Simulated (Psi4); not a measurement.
# SiNH5 (SMILES [SiH3]N) at r2SCAN/def2-TZVP

What is the energy change on altering one bond length of SiNH5 at r2SCAN/def2-TZVP? 

The calculation is run with Psi4 1.11.

4 further runs of the same task are left out: 3 that didn't finish, 1 set aside as unsound or not needed.

**1. The structure to begin with**

SiNH5 has 7 atoms, charge 0, and is taken as a singlet. SMILES: `[SiH3]N`. The coordinates come from a PBE0-D4/def2-TZVP relaxation.

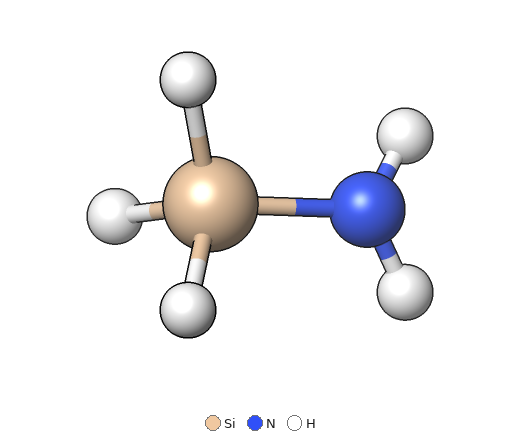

Viewed from a chosen angle; silicon light orange, nitrogen blue, hydrogen white.

**2. Energy and gradient at r2SCAN/def2-TZVP**

Contents of job.inp:

```
memory 2200 mb

molecule {
  Si    -0.413010    -0.292700    -0.422350
  N      0.611760     0.348670     0.801280
  H     -0.018320    -1.706330    -0.653330
  H     -1.813170    -0.217090     0.068940
  H     -0.367930     0.402730    -1.743970
  H      0.391580     1.238230     1.219480
  H      1.609100     0.226510     0.729930
  symmetry c1
}

set basis def2-TZVP
set puream true
set e_convergence 1e-09
set d_convergence 1e-08
set scf_type pk
set dft_radial_points 99
set dft_spherical_points 590

gradient("r2scan")
```

Run with:

```
psi4 job.inp job.out -n 1
```

job.out:

```text
[...]
  Running in c1 symmetry.
[...]
  Nuclear repulsion =   64.839844758789525
[...]
  Multiplicity = 1
[...]
  Nalpha       = 13
  Nbeta        = 13
[...]
    Number of basis functions: 98
[...]
   @RKS iter   1:  -346.91287341248727   -1.40395e-01   9.17832e-03 DIIS/ADIIS
[...]
   @RKS iter  11:  -347.23673365553407   -9.66338e-13   1.91060e-09 DIIS
[...]
    Orbital Energies [Eh]
    ---------------------
    Doubly Occupied:
       1A    -65.815339     2A    -14.141163     3A     -5.194307
       4A     -3.535717     5A     -3.535326     6A     -3.534809
       7A     -0.816590     8A     -0.502215     9A     -0.461780
      10A     -0.371468    11A     -0.319270    12A     -0.310673
      13A     -0.231598
[...]
  @RKS Final Energy:  -347.23673365553407
   => Energetics <=
    Nuclear Repulsion Energy =             64.8398447587895248
    One-Electron Energy =                -607.5819161209652748
    Two-Electron Energy =                 225.1831672664392272
    DFT Exchange-Correlation Energy =     -29.6778295597976047
    Empirical Dispersion Energy =           0.0000000000000000
    VV10 Nonlocal Energy =                  0.0000000000000000
    Total Energy =                       -347.2367336555340671
[...]
 Multipole Moments:
 ------------------------------------------------------------------------------------
     Multipole            Electronic (a.u.)      Nuclear  (a.u.)        Total (a.u.)
 ------------------------------------------------------------------------------------
 L = 1.  Multiply by 2.5417464519 to convert [e a0] to [Debye]
 Dipole X            :          0.2531925            0.1220526            0.3752450
 Dipole Y            :          0.1090934            0.2767427            0.3858361
 Dipole Z            :          0.4048174           -0.2689404            0.1358770
 Magnitude           :                                                    0.5551043
[...]
  -Total Gradient:
     Atom            X                  Y                   Z
    ------   -----------------  -----------------  -----------------
       1        0.000426806837     0.000310933919     0.000395634631
       2        0.000837113574     0.001085363928    -0.000130498751
       3        0.000139998198    -0.000476547684    -0.000020206624
       4       -0.000450903226     0.000011056411     0.000217906320
       5        0.000135197891     0.000228171300    -0.000129755337
       6       -0.000138165981    -0.001020345830    -0.000404303349
       7       -0.001075212523    -0.000241797759    -0.000026992354
[...]
```

Run time: 2.1 min. Hardware: 1 thread of Intel Xeon at 2.50GHz (Skylake/Cascade Lake), shared host; peak memory 1.2 GiB.

**3. The distorted shape**

Contents of h5nsi.dat:

```
memory 2200 MB

molecule {
  0 1
  Si    -0.236860    -1.004374    -0.756922
  N      0.787910    -0.363004     0.466708
  H      0.157830    -2.418004    -0.987902
  H     -1.637020    -0.928764    -0.265632
  H     -0.191780    -0.308944    -2.078542
  H      0.391580     1.238230     1.219480
  H      1.785250    -0.485164     0.395358
  units angstrom
  symmetry c1
  no_reorient
  no_com
}

set basis def2-TZVP
set puream true
set e_convergence 1e-09
set d_convergence 1e-08
set scf_type pk
set dft_radial_points 99
set dft_spherical_points 590

E, wfn = gradient("r2scan", return_wfn=True)
```

Run with:

```
psi4 -i h5nsi.dat -o h5nsi.out -n 1
```

h5nsi.out:

```text
[...]
  Running in c1 symmetry.
[...]
  Nuclear repulsion =   62.354015031561552
[...]
  Multiplicity = 1
[...]
  Nalpha       = 13
  Nbeta        = 13
[...]
    Number of basis functions: 98
[...]
   @RKS iter   1:  -346.59262798515596   -2.44662e-02   1.00463e-02 DIIS/ADIIS
[...]
   @RKS iter  12:  -347.09477439057798   -8.04334e-11   8.34904e-09 DIIS
[...]
    Orbital Energies [Eh]
    ---------------------
    Doubly Occupied:
       1A    -65.819114     2A    -14.177074     3A     -5.197884
       4A     -3.539530     5A     -3.538783     6A     -3.538305
       7A     -0.780324     8A     -0.498996     9A     -0.399365
      10A     -0.342627    11A     -0.318956    12A     -0.303332
      13A     -0.227155
[...]
  @RKS Final Energy:  -347.09477439057798
   => Energetics <=
    Nuclear Repulsion Energy =             62.3540150315615520
    One-Electron Energy =                -602.6260363935537043
    Two-Electron Energy =                 222.6607087517630248
    DFT Exchange-Correlation Energy =     -29.4834617803488221
    Empirical Dispersion Energy =           0.0000000000000000
    VV10 Nonlocal Energy =                  0.0000000000000000
    Total Energy =                       -347.0947743905779816
[...]
 Multipole Moments:
 ------------------------------------------------------------------------------------
     Multipole            Electronic (a.u.)      Nuclear  (a.u.)        Total (a.u.)
 ------------------------------------------------------------------------------------
 L = 1.  Multiply by 2.5417464519 to convert [e a0] to [Debye]
 Dipole X            :         -4.7834942            5.1120682            0.3285740
 Dipole Y            :         37.1916246          -36.8589380            0.3326866
 Dipole Z            :         17.1779236          -17.0967113            0.0812123
 Magnitude           :                                                    0.4745911
[...]
  -Total Gradient:
     Atom            X                  Y                   Z
    ------   -----------------  -----------------  -----------------
       1        0.007889004370    -0.015832635129     0.001295999647
       2        0.023841787152    -0.047365415604    -0.038002816360
       3       -0.003089907851     0.000735753322    -0.002432896787
       4       -0.000692518831     0.001317382616     0.000844574938
       5        0.000606068325     0.001501438860     0.000529499516
       6       -0.021627543857     0.073427267521     0.040996948659
       7       -0.007010909663    -0.014066618838    -0.003356819495
[...]
```

Run time: 2.1 min. Hardware: 1 thread of Intel Xeon at 2.50GHz (Skylake/Cascade Lake), shared host; peak memory 1.2 GiB.

**4. Results**

Level: r2SCAN/def2-TZVP.

| quantity | value |
| --- | --- |
| first shape: total energy | -347.23673 Eh |
| first shape: dipole moment | 1.41 D |
| first shape: HOMO energy | -6.30 eV |
| first shape: LUMO energy | 0.09 eV |
| first shape: HOMO–LUMO gap | 6.40 eV |
| first shape: largest force on an atom | 0.071 eV/Å |
| distorted shape: total energy | -347.09477 Eh |
| distorted shape: dipole moment | 1.21 D |
| distorted shape: HOMO energy | -6.18 eV |
| distorted shape: LUMO energy | -4.03 eV |
| distorted shape: HOMO–LUMO gap | 2.15 eV |
| distorted shape: largest force on an atom | 4.465 eV/Å |
| energy change with the N2–H6 bond stretched from 1.007 to 1.813 Å | 3.863 eV |

One bond (distorted shape) is far stretched, which a spin-restricted single reference describes badly; a broken-symmetry solution may lie lower. With the N2–H6 bond stretched from 1.007 to 1.813 Å the energy rises by 3.86 eV (89 kcal/mol). The first shape isn't relaxed at this level, so the change isn't measured from a minimum. A restricted reference can't describe the breaking bond well at this length.
